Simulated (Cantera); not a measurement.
A closed system holds: 1 mol Si2Cl6, 0.22 mol NH3, 0.57 mol H2, held at 750 Torr.

These are equilibrium values from Cantera (NASA tables, ideal gas, pure condensed phases), not measurements of a reactor. Candidate condensed phases: NH4Cl, Si, Si3N4; 28 gas species. The feed counts by its element totals alone. Mutual solubility and eutectic melting of coexisting phases are not modelled. The tables' values for SiCl3 are old estimates; treat these amounts as uncertain. The numbers say what is thermodynamically allowed, not how fast it happens.

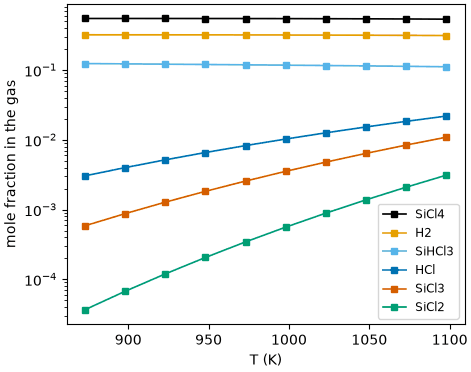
Figure: Equilibrium gas composition (values under 1e-9 drawn at 1e-9)

From 873 K to 1098 K the condensed part is Si(s) + Si3N4(s). The main Si-bearing gas is SiCl4 throughout.
